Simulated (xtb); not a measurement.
**CH7Al2B (charge −1): single-point calculation**

- system: CH7Al2B, charge −1, multiplicity 2
- method: GFN-FF (xtb 6.7.1)

The geometry was optimised with GFN2-xTB.

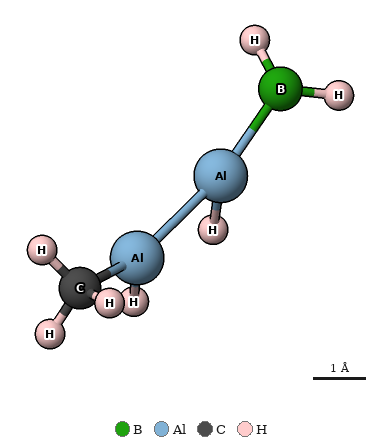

The input geometry (ball-and-stick view, seen at a tilt). Sticks mark near contacts. Bond lengths as drawn: Al–Al 2.54 Å, Al–B 2.08 Å, Al–C 2.01 Å, Al–H 1.61 to 1.63 Å, B–H 1.19 Å and C–H 1.10 Å.

## Input file (mol.coord)
```
$coord
     -3.599828111927      5.502326895430      0.148560819287  b
     -1.102812040987      2.569908476745     -0.645052343463  al
      1.251335065752     -1.598216972641     -0.253083460967  al
      2.247776312911     -4.717166477635      1.673994990238  c
     -2.871824350498      7.623329041544      0.064125966313  h
     -5.735993420466      5.331068575659     -0.527724917563  h
      0.237130393023      2.621734215713     -3.424236650153  h
      2.237057786332     -1.240824409047     -3.115852243876  h
      3.389195458624     -4.365974105456      3.375827536019  h
      3.415902957944     -5.931489367510      0.448794836790  h
      0.655648037843     -5.902406482452      2.293573825541  h
$end
```

Run on 1 thread of Arm Neoverse V1, 24 GiB of memory available, shared host.

Run as:
```bash
xtb mol.coord --gfnff --cma --molden --chrg -1 --uhf 1 > mol.out
```

## Log
```
* xtb version 6.7.1
   ID    Z sym.   atoms
    1    5 b      1
    2   13 al     2, 3
    3    6 c      4
    4    1 h      5-11

           -------------------------------------------------
          |                Calculation Setup                |
           -------------------------------------------------

          program call               : xtb mol.coord --gfnff --cma --molden --chrg -1 --uhf 1
          coordinate file            : mol.coord
          omp threads                :                     1

          ==================== Thresholds ====================
          CN  :   150.00000
          rep :   500.00000
          disp:  2500.00000
          HB1 :   250.00000
          HB2 :   450.00000

          Pauling EN used:
          Z : 1  EN :  2.20
          Z : 5  EN :  2.04
          Z : 6  EN :  2.55
          Z :13  EN :  1.61
          electric field strengths (au): 0.000

           -------------------------------------------------
          |           Force Field Initialization            |
           -------------------------------------------------

          distances ...
          ----------------------------------------
          generating topology and atomic info file ...
          pair mat ...
          computing topology distances matrix with Floyd-Warshall algo ...
          making topology EEQ charges ...
          #fragments for EEQ constrain: 1
          ----------------------------------------
          generating topology and atomic info file ...
          pair mat ...
          computing topology distances matrix with Floyd-Warshall algo ...
          making topology EEQ charges ...
          #fragments for EEQ constrain: 1
          rings ...
          # BATM   48
          # H in HB   2

  atom   neighbors  erfCN metchar sp-hybrid imet pi  qest     coordinates
    1  b       3    2.73   0.04         2    0    0  -0.196    6.761665   -1.196657   -0.054407
    2  al      3    2.69   0.16         2    1    0  -0.031    3.109776    0.256955   -0.175685
    3  al      3    2.71   0.13         2    1    0  -0.042   -1.688849    0.446457   -0.096939
    4  c       4    3.47   0.00         3    0    0  -0.057   -5.110479   -1.203562   -0.162215
    5  h       1    0.95   0.01         0    0    0  -0.070    8.253402   -0.560498   -1.605469
    6  h       1    0.95   0.02         0    0    0  -0.070    7.735378   -1.538663    1.941791
    7  h       1    0.93   0.02         0    0    0  -0.125    2.848284    3.327625   -0.018830
    8  h       1    0.94   0.02         0    0    0  -0.125   -1.503489    3.473463    0.215626
    9  h       1    0.97   0.01         0    0    0  -0.095   -5.572383   -2.188679   -1.933824
   10  h       1    0.97   0.01         0    0    0  -0.095   -6.576680    0.257721    0.072562
   11  h       1    0.97   0.01         0    0    0  -0.095   -5.439130   -2.584677    1.357013

          #atoms :   11
          #bonds :   10
          #angl  :   15
          #tors  :   14
          #nmol  :   1
          #optfrag :   1
           -------------------------------------------------
          |                   G F N - F F                   |
          |          A general generic force-field          |
          |                  Version 1.0.3                  |
           -------------------------------------------------
          Number of HB bonds (bound hydrogen)     0
          Number of HB bonds (unbound hydrogen)   0
          Number of XB bonds                      0

 E+G (total)                   0 d,  0 h,  0 min,  0.000 sec
 distance/D3 list               ...        0 min,  0.000 sec (  0.889%)
 non bonded repulsion           ...        0 min,  0.000 sec (  7.864%)
 dCN                            ...        0 min,  0.000 sec (  4.372%)
 EEQ energy and q               ...        0 min,  0.000 sec ( 19.869%)
 D3                             ...        0 min,  0.000 sec (  9.438%)
 EEQ gradient                   ...        0 min,  0.000 sec (  2.711%)
 bonds                          ...        0 min,  0.000 sec (  9.230%)
 bend and torsion               ...        0 min,  0.000 sec ( 15.180%)
 bonded ATM                     ...        0 min,  0.000 sec (  4.912%)
 HB/XB (incl list setup)        ...        0 min,  0.000 sec ( 17.195%)

         :::::::::::::::::::::::::::::::::::::::::::::::::::::
         ::                     SUMMARY                     ::
         :::::::::::::::::::::::::::::::::::::::::::::::::::::
         :: total energy              -2.028857890464 Eh    ::
         :: gradient norm              0.018559529077 Eh/a0 ::
         ::.................................................::
         :: bond energy               -0.959780691451 Eh    ::
         :: angle energy               0.001023713513 Eh    ::
         :: torsion energy             0.000189092860 Eh    ::
         :: repulsion energy           0.036049900433 Eh    ::
         :: electrostat energy        -1.102072043719 Eh    ::
         :: dispersion energy         -0.004286712457 Eh    ::
         :: HB energy                  0.000000000000 Eh    ::
         :: XB energy                  0.000000000000 Eh    ::
         :: bonded atm energy          0.000018850358 Eh    ::
         :: external energy            0.000000000000 Eh    ::
         :: add. restraining           0.000000000000 Eh    ::
         :: total charge              -1.000000000000 e     ::
         :::::::::::::::::::::::::::::::::::::::::::::::::::::

           -------------------------------------------------
          |                Property Printout                |
           -------------------------------------------------

molecular dipole:
                 x           y           z       tot (Debye)
 q only:       -0.797       0.110       0.037       2.048

           -------------------------------------------------
          | TOTAL ENERGY               -2.028857890464 Eh   |
          | GRADIENT NORM               0.018559529077 Eh/α |
           -------------------------------------------------
########################################################################
[WARNING] Runtime exception occurred
-1- gfnff_setup: Could not read topology file.
########################################################################

------------------------------------------------------------------------
------------------------------------------------------------------------
 total:
 *  cpu-time:     0 d,  0 h,  0 min,  0.003 sec
 * ratio c/w:     1.000 speedup
 SCF:
 *  cpu-time:     0 d,  0 h,  0 min,  0.000 sec
 * ratio c/w:     0.998 speedup
```

## Results in brief

```tsv
quantity	value
outcome	converged
total energy	−2.028858 hartree
dispersion energy	−0.004287 hartree
peak memory	0.073 GiB
```
